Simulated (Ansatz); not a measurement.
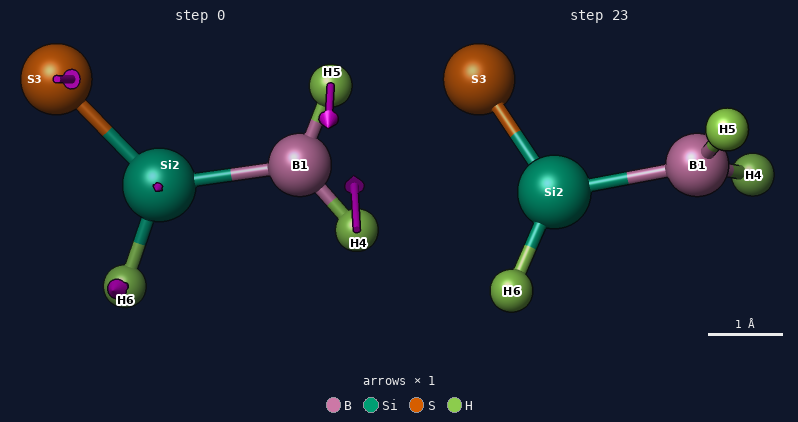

The structure of BSiH₃S before (left) and after (right) a relaxation, at one scale. The purple arrows give the displacements, at their true length.

A ball-and-stick model, seen face on.

Theory: Ansatz 0.2.0, RKS PBE0-D4/def2-TZVP. (force threshold 0.005 eV/Å; at most 200 steps)

**What changed between the two?**

The largest move after the best rigid fit is that of H4, 1.18 Å. By element the largest moves are H 1.18 Å, S 0.68 Å, Si 0.13 Å, B 0.02 Å. Near-neighbour distances that change, for instance: Si2–S3 1.999 → 1.952 Å, B1–Si2 1.944 → 1.982 Å, Si2–H6 1.469 → 1.492 Å, B1–H4 1.171 → 1.194 Å. Among the angles between lasting bonds that change: B1–Si2–S3 125.7° → 113.8°, S3–Si2–H6 116.5° → 124.8°, B1–Si2–H6 117.8° → 121.3°. Groups turn about B1–Si2 by about 90°. The energy falls by 0.205 eV in 20 accepted moves (23 points after the start). Largest force component: 1.5 eV/Å at the start, 0.0038 eV/Å at the end. The line search rejected the trial steps at points 7, 14, 20 of the run. The forces were under the threshold at step 4, but the run went on from there.
